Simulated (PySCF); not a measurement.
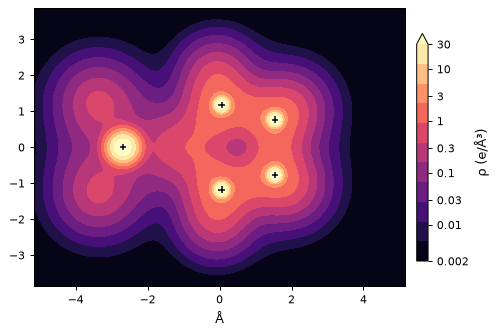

The electron density on a plane through atoms (crosses mark nuclei in the plane).

Theory: PySCF, PBE0/pcSseg-1, SCF density, gas phase, non-relativistic.

Candidates:
A. H6N2OSi2 (SMILES O[SiH]1N[SiH2]N1)
B. C5H5F3O (SMILES FC(F)(F)[C@H]1C=COC1)
C. C5H12Al (SMILES [AlH3-][CH]1CCCC1) (charge −1)

Which candidate gave the map?

Answer. Candidate C: C5H12Al on the plane of atoms C3, C4 and C5, which holds Al and C. C–C (1.54 Å): ρ at the midpoint is about 1.6 e/Å³.
